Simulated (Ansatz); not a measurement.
# F5W···H2 (doublet): what the fields show

```xyz
8

W     0.0000    0.0000   -0.3649
H     0.0000    0.0000    2.5519
F     1.8552   -0.0588   -0.0470
F    -0.0588    1.8552   -0.0470
F    -1.8552    0.0588   -0.0470
F     0.0588   -1.8552   -0.0470
F     0.0000    0.0000   -2.2221
H     0.0000    0.0000    3.2732
```

Core potentials replace the inner electrons of W; not at a stationary point (largest force 1.8 eV/Å).

Level of theory: Ansatz, UKS PBE-D4/def2-SVP.

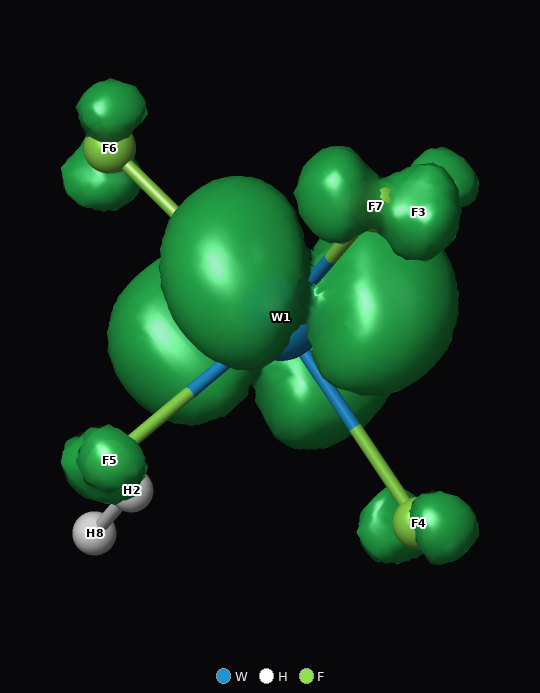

Figure 1. Isosurface of the spin density at +0.05 e/Å³ (green), seen at an oblique angle.

> Which atoms carry the spin?

The unpaired spin (1 electron) lies mostly on W1 (about 0.8) and F7 (about 0.1), in electrons by Hirshfeld's partition.

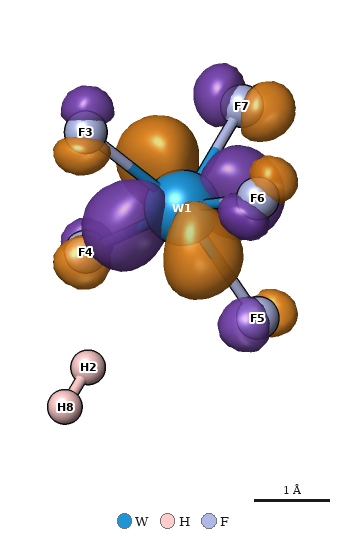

Figure 2. The HOMO (α) at ±0.2 Å⁻³ᐟ² (orange and purple are the two phases), seen at an oblique angle.

> What is the character of this orbital?

By Hirshfeld shares it lies mainly on W1 (about 65 %) and F7 (about 10 %). Its energy is −5.04 eV.

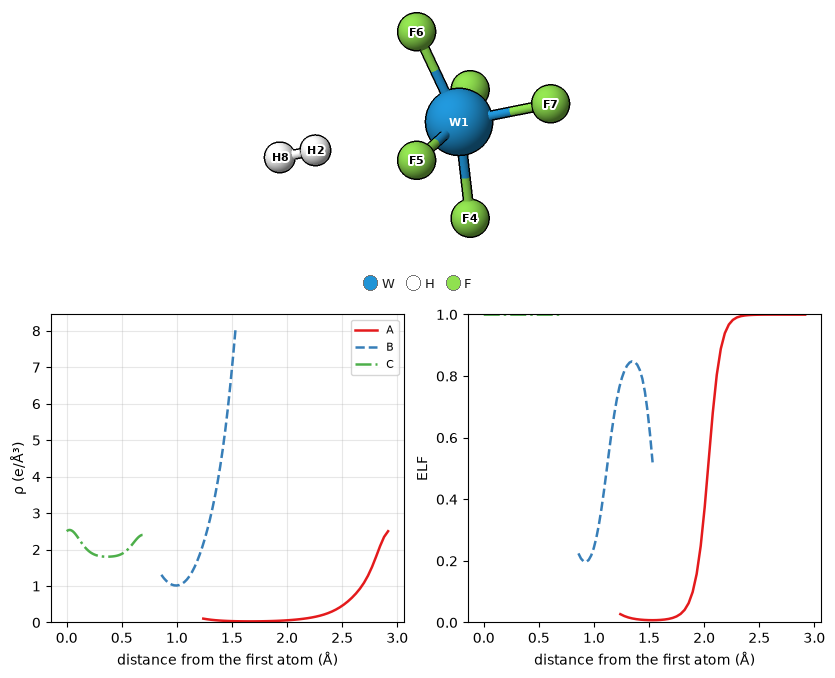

Figure 3. Electron density and ELF along straight lines between neighbouring atoms. The curves leave out the atomic cores. The structure is drawn too.

> Which curve belongs to which contact (H–H, W–F and W–H)? The first atom named is at distance zero.

Curve A: W1···H2 (2.92 Å): the density falls to about 0.03 e/Å³ on the way; the ELF dips to about 0 between them. Curve B: W–F (1.86 Å): ρ is about 1.1 e/Å³ halfway; the ELF peaks at about 0.85 in the valence shell of F, 0.5 Å from its nucleus, and drops to about 0.20 between the two atoms. Curve C: H–H (0.72 Å): ρ is about 1.8 e/Å³ halfway; the ELF peaks at about 1 between the atoms: an ordinary covalent bond to hydrogen.

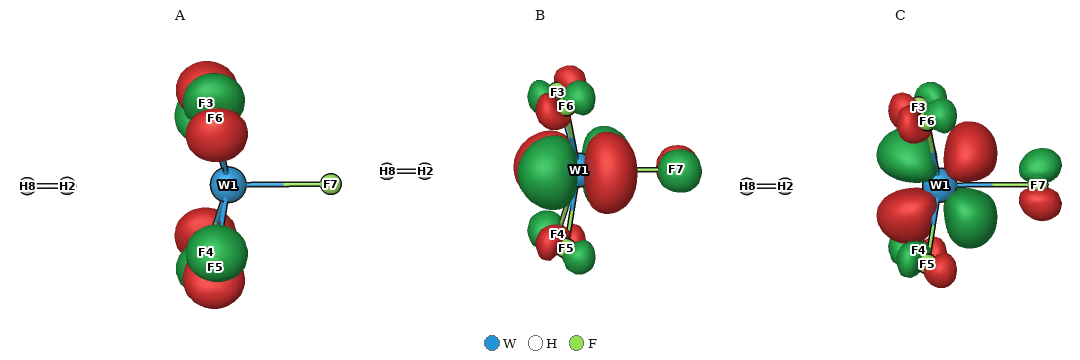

Figure 4. Three frontier orbitals at ±0.2 Å⁻³ᐟ² (green and red are the two phases), in no order.

> Order the three orbitals by energy and name them. All are α orbitals.

A is the HOMO−1 (α) (−9.79 eV). By Hirshfeld shares it lies mainly on F4 (about 25 %), F3 (about 25 %), F6 (about 25 %) and F5 (about 25 %); largely a combination of lone pairs on F4, F3, F6 and F5. B is the HOMO (α) (−5.04 eV). It lies mainly on W1 (about 65 %) and F7 (about 10 %). C is the LUMO (α) (−4.75 eV). By Hirshfeld shares it lies mainly on W1 (about 65 %) and F7 (about 10 %).

> What is the gap between the highest occupied and lowest empty α orbitals?

0.29 eV between the orbital energies.
